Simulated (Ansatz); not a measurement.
**Ti3Al: pressure series**

Base system: Ti3Al (space group P6_3/mmc, No. 194; a = 5.755 Å, c = 4.655 Å).

Cell and atoms are relaxed at each pressure.

Method: Ansatz (a quantum-chemistry and plane-wave program) PBE, no spin-orbit coupling, earlier PAW set.

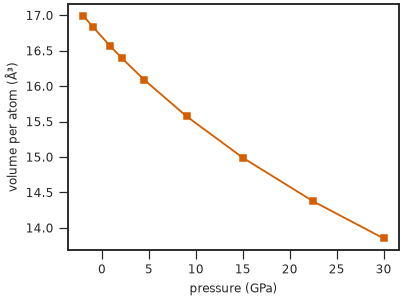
Figure: Volume against pressure

### Question
Estimate the zero-pressure bulk modulus from the plot.

### Answer
About 110 GPa; a third-order Birch–Murnaghan fit to the points gives V₀ = 16.69 Å³/atom, B₀ = 115 GPa and B₀′ = 3.7.

Load acts through the strain it causes; cell and atoms are relaxed under it. No phonon test of stability was made. Competing high-pressure phases were not computed. All final runs are without spin polarisation.
